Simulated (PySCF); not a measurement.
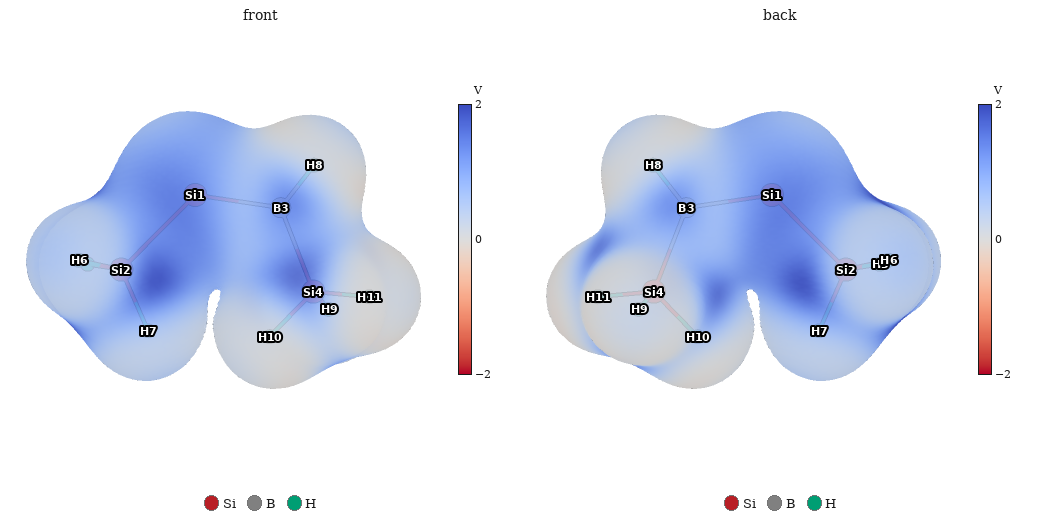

*BH₇Si₃ (SMILES [SiH3]B[Si][SiH3]) (triplet). The molecular electrostatic potential painted on the density surface at 0.004 e/bohr³, seen from the front and from behind; the colour scale runs from red (negative) to blue (positive).*

Geometry: PBE0-D3(BJ)/def2-SVP.

Method: UKS B3LYP, IGLO-III on B Si, pcH-1 on H, non-relativistic, mean-field spin-orbit, GIAO in PySCF 2.14.0, density-fitted response routines.

Input file:

```
{"job": {"kind": "epr"}, "charge": 0, "multiplicity": 3}
Si    -1.712478     0.257742    -0.236727
Si    -0.928670    -1.430823    -1.670042
B     -0.662705     1.233868     1.069412
Si     1.308733     0.857819     1.246505
H     -1.132226    -0.995650    -3.085861
H     -1.721205    -2.676566    -1.435997
H      0.522494    -1.713778    -1.442814
H     -1.189648     2.090207     1.739590
H      2.054178     1.827309     0.375150
H      1.691711    -0.520023     0.801816
H      1.802502     1.041399     2.649283
```

Run with:

```sh
OMP_NUM_THREADS=1 python cluster_run.py task.json out
```

Question: Where is the surface potential most negative and most positive?

Answer: The most negative region (about −0.1 V) lies over H8, H9, H10 and H11, the most positive (about +1.9 V) over Si2.
